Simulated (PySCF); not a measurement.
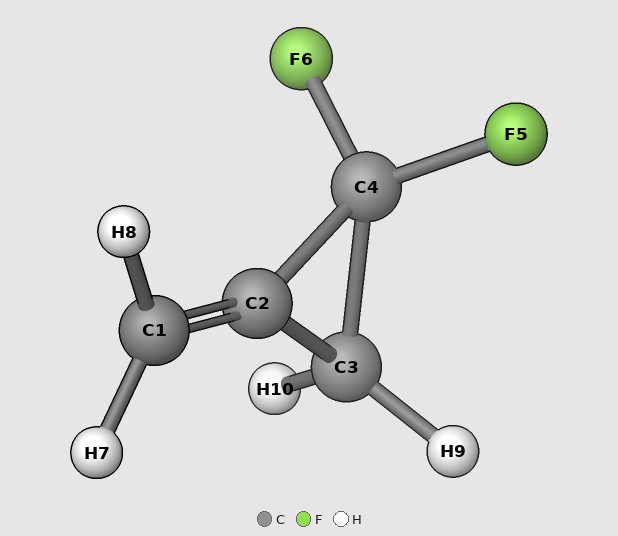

The computed structure is the end point of a GFN2-xTB optimisation. No frequency run is at hand to confirm it as a minimum. Properties computed with B3LYP/pcJ-1 indirect spin-spin coupling, non-relativistic, gas phase (PySCF 2.14.0). Isotopes: 13C, 19F, 1H.

Give the spin–spin coupling constants of these pairs, with the number of bonds between them: C2/F6, C1/F6, F5/H9, F6/H10.

```
   pair  bonds apart  J (Hz)
 C2, F6            2     5.8
 C1, F6            3    −0.8
 F5, H9            3     7.3
F6, H10            3     7.3
```

Density functionals are unreliable for couplings to fluorine, so those rows may be far off.
